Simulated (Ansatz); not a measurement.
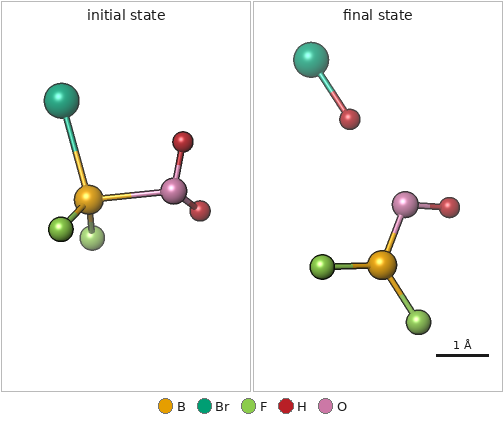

The two relaxed end points of a path for BH2OBrF2. A ball-and-stick model, seen at a tilt.

Method: Ansatz 0.2.0, RKS B3LYP-D4/def2-SVP.

Settings: 7 movable images; climbing image; force threshold 0.03 eV/Å; iteration limit 60.

Start:
```xyz
7

B    -0.5999   -0.2373   -0.2880
Br   -1.5319    0.9997    1.0095
F    -0.4503    0.2599   -1.5356
F    -0.9458   -1.5240   -0.1857
H     0.9825    0.3941    1.0849
O     1.0046   -0.1749    0.2929
H     1.5408    0.2826   -0.3781
```

End:
```xyz
7

B    -0.1251   -0.6973   -0.9975
Br   -0.6589    1.4518    2.8130
F     0.2973   -0.8434   -2.2448
F    -1.2126   -1.3274   -0.6074
H    -0.1599    0.8116    1.6280
O     0.5374    0.0864   -0.1138
H     1.3217    0.5184   -0.4776
```

### What barrier does the band find between them, and by what path?

The energy climbs by 53.2 kJ/mol to image 2 and then falls by 91.8 kJ/mol, so the end point sits at −38.6 kJ/mol. Breaking: B1–Br2 (2.02 → 2.46 at the top → 4.41 Å), H5–O6 (0.98 → 1.21 at the top → 2.01 Å). Forming: Br2–H5 (2.59 → 1.73 at the top → 1.44 Å). The band converged in 19 iterations, with a climbing image at the top.

Energies of the converged images:

```tsv
image	path (Å)	E (kJ/mol)
0	0.00	0.0
1	0.43	15.8
2	0.86	53.2
3	1.39	-11.9
4	1.91	-35.0
5	2.43	-37.5
6	2.95	-38.1
7	3.48	-38.5
8	4.00	-38.6
```

The geometry at the top of the path:

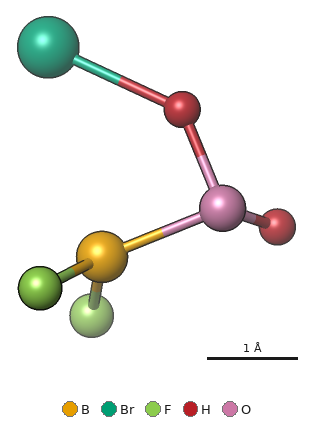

The run took 3.6 min on 2 threads of Intel(R) Xeon(R) Platinum 8488C (Sapphire Rapids), on a shared host, peak memory 0.23 GiB.
